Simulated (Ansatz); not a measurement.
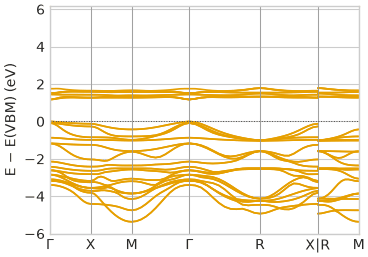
Band structure from PBEsol with spin–orbit coupling (plane waves, PAW; program Ansatz)

Question: Read off the gap and where the band edges lie.

Answer: About 1.2 eV (1.17 eV by a search for the band edges); maximum at Γ, minimum at Γ.

The material is LaLuO3 (cubic perovskite, Pm-3m).

The cell is a constructed one: a structure type filled with these elements; neither database checked (COD, Materials Project) lists it. Whether it is the stable phase at ambient conditions was not checked. The cell was relaxed with PBEsol under the symmetry of its start. At this level the phase is dynamically unstable (imaginary phonons).

Potentials: the later of the program's two PAW sets.
